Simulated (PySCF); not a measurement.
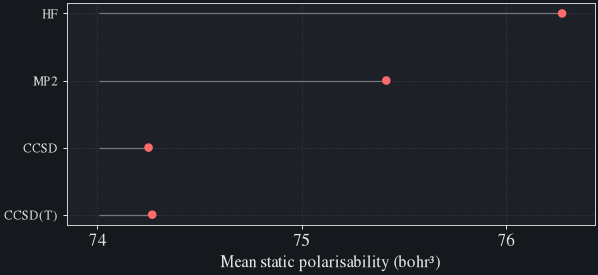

The mean static polarisability of neutral thallium ([Xe] 4f¹⁴ 5d¹⁰ 6s² 6p) across levels of theory. Finite fields; PySCF, aug-cc-pwCVDZ-PP with a 60-electron core potential, unrestricted single determinants, no spin-orbit coupling. 18 core electrons frozen.

> How do the methods compare?

The values run from 74.25 bohr³ (CCSD) to 76.27 bohr³ (HF). The recommended value is 50.0 ± 2 bohr³, off the plot; all methods lie above it by about 25 bohr³, far more than they differ, so the miss comes from what they share.

```tsv
Method	Mean static polarisability (bohr³)
HF	76.27
MP2	75.41
CCSD	74.25
CCSD(T)	74.27
```
